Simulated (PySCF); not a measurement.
**Single-point calculation, with input and output: GeH$_{2}$Cl (charge −1)**

The run: single-point calculation of GeH$_{2}$Cl, charge −1. Method and program: CISD/STO-3G, RHF (PySCF 2.14.0).

The geometry comes from this level: GFN2-xTB.

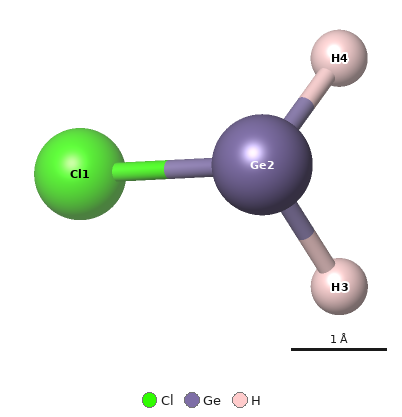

*The structure as given in the input (ball-and-stick view, seen at a tilt; atoms are numbered from 1 in the order of the input). Sticks mark near contacts.*

Bond lengths as drawn: Cl–Ge 2.32 Å and Ge–H 1.76 Å.

### Summary

| quantity | value |
| --- | --- |
| outcome | converged |
| total energy | −2507.436446 hartree |
| SCF energy | −2507.378285 hartree |
| correlation energy | −0.058162 hartree |
| basis functions | 29 |
| HOMO of the SCF reference | 0.69 eV |
| LUMO of the SCF reference | 15.35 eV |
| hardware | 1 thread of AMD EPYC (Zen 5), 16 GiB of memory available, shared host |
| peak memory | 0.1 GiB |

### Notes

The record of the run, not the program, notes: dipole of an ion depends on the origin.

### The input (calc.py)
```python
from pyscf import gto, scf, ci

mol = gto.M(
    atom='''
Cl  -1.566020   0.389730   1.014420
Ge   0.036260  -0.806600  -0.163840
H    0.151880   0.384060  -1.448900
H    1.377880   0.032810   0.598330
''',
    spin=0,
    verbose=4,
    charge=-1,
    basis='sto-3g',
    max_memory=1860,
)

myscf = scf.RHF(mol)
myscf.conv_tol = 1e-10
myscf.kernel()
if not myscf.converged:
    myscf = myscf.newton().run(myscf.mo_coeff, myscf.mo_occ)

cisd = ci.CISD(myscf, frozen=14)
cisd.kernel()
etot = cisd.e_tot
print(f'total energy: {etot:.8f} hartree')
```

Run as:
```bash
OMP_NUM_THREADS=1 python calc.py
```

### Output
```
PySCF version 2.14.0

[INPUT] num. atoms = 4
[INPUT] num. electrons = 52
[INPUT] charge = -1
[INPUT] spin (= nelec alpha-beta = 2S) = 0
[INPUT] symmetry False subgroup None
[INPUT] Mole.unit = angstrom
[INPUT] Symbol           X                Y                Z      unit          X                Y                Z       unit  Magmom
[INPUT]  1 Cl    -1.566020000000   0.389730000000   1.014420000000 AA   -2.959348905591   0.736482962527   1.916975975281 Bohr   0.0
[INPUT]  2 Ge     0.036260000000  -0.806600000000  -0.163840000000 AA    0.068521469277  -1.524253092074  -0.309612728249 Bohr   0.0
[INPUT]  3 H      0.151880000000   0.384060000000  -1.448900000000 AA    0.287011603799   0.725768215400  -2.738024181882 Bohr   0.0
[INPUT]  4 H      1.377880000000   0.032810000000   0.598330000000 AA    2.603815832516   0.062001914147   1.130679832111 Bohr   0.0

nuclear repulsion = 149.536647509415
number of shells = 15
number of NR pGTOs = 87
number of NR cGTOs = 29
basis = sto-3g
ecp = {}

******** <class 'pyscf.scf.hf.RHF'> ********
method = RHF
initial guess = minao
damping factor = 0
level_shift factor = 0
DIIS = <class 'pyscf.scf.diis.CDIIS'>
diis_start_cycle = 1
diis_space = 8
diis_damp = 0
SCF conv_tol = 1e-10
SCF conv_tol_grad = None
SCF max_cycles = 50
direct_scf = True
direct_scf_tol = 1e-13
Set gradient conv threshold to 1e-05
Initial guess from minao.
init E= -2503.95511254308
  HOMO = -0.409994665514307  LUMO = -0.111136715016776  gap/eV = 8.13234
cycle= 1 E= -2507.32497126227  delta_E= -3.37  |g|= 0.354  |ddm|= 2.16
  HOMO = 0.0685630028030538  LUMO = 0.609163637782512  gap/eV = 14.71049
cycle= 2 E= -2507.37692879324  delta_E= -0.052  |g|= 0.038  |ddm|= 0.631
  HOMO = 0.0237848170390623  LUMO = 0.56241405566262  gap/eV = 14.65685
cycle= 3 E= -2507.37811462095  delta_E= -0.00119  |g|= 0.0128  |ddm|= 0.119
  HOMO = 0.026157044436064  LUMO = 0.564653252826928  gap/eV = 14.65323
cycle= 4 E= -2507.37827683309  delta_E= -0.000162  |g|= 0.00275  |ddm|= 0.0507
  HOMO = 0.025493895066015  LUMO = 0.564192460692594  gap/eV = 14.65873
cycle= 5 E= -2507.37828435816  delta_E= -7.53e-06  |g|= 0.000564  |ddm|= 0.00996
  HOMO = 0.0255180082238257  LUMO = 0.564255665615747  gap/eV = 14.65980
cycle= 6 E= -2507.37828470301  delta_E= -3.45e-07  |g|= 0.000112  |ddm|= 0.00211
  HOMO = 0.0255280329042185  LUMO = 0.564248313366746  gap/eV = 14.65933
cycle= 7 E= -2507.37828471716  delta_E= -1.42e-08  |g|= 1.85e-05  |ddm|= 0.000466
  HOMO = 0.0255264035070148  LUMO = 0.564248241445772  gap/eV = 14.65937
cycle= 8 E= -2507.37828471755  delta_E= -3.87e-10  |g|= 4.54e-06  |ddm|= 6.83e-05
  HOMO = 0.0255266620823528  LUMO = 0.564248663122248  gap/eV = 14.65937
cycle= 9 E= -2507.37828471757  delta_E= -2.09e-11  |g|= 4.74e-07  |ddm|= 1.92e-05
  HOMO = 0.0255266247831866  LUMO = 0.564248624852264  gap/eV = 14.65937
```

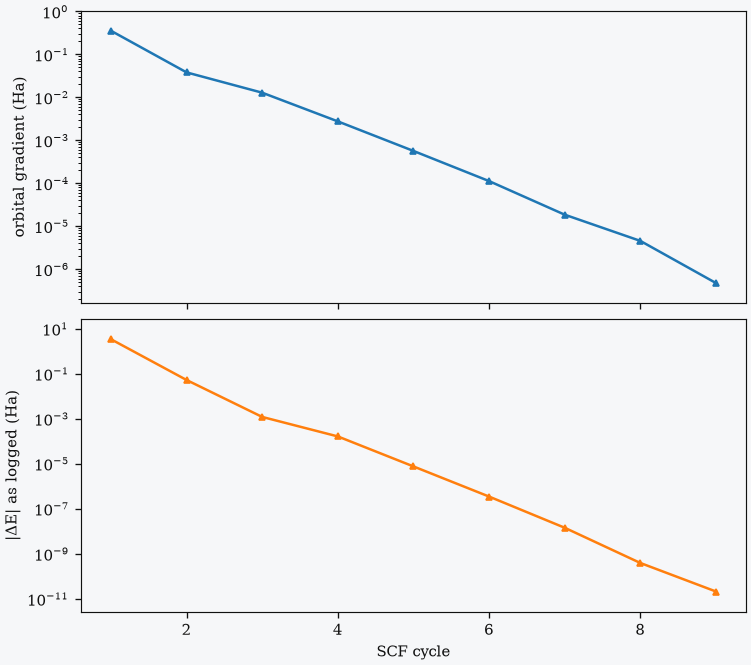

*Convergence of the self-consistent field: orbital gradient and size of the energy change against the SCF cycle.*

The residual falls at every step.

```
Extra cycle  E= -2507.37828471757  delta_E= -4.55e-13  |g|= 1.89e-07  |ddm|= 1.13e-06
converged SCF energy = -2507.37828471757

******** <class 'pyscf.ci.cisd.RCISD'> ********
CISD nocc = 12, nmo = 15
frozen orbitals 14
max_cycle = 50
direct = 0
conv_tol = 1e-09
max_cycle = 50
max_space = 12
lindep = 0
nroots = 1
Init t2, MP2 energy = -0.0400829545371997
RCISD converged
E(RCISD) = -2507.436446376277  E_corr = -0.05816165870778926
total energy: -2507.43644638 hartree
```

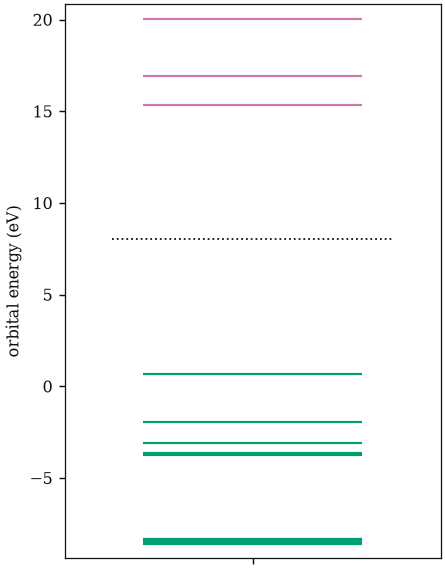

*Orbital energies near the frontier (SCF reference); the dotted line parts filled from empty levels, and levels within 0.02 eV of each other stand side by side.*

Highest filled 0.69 eV, lowest empty 15.35 eV, 14.66 eV apart.
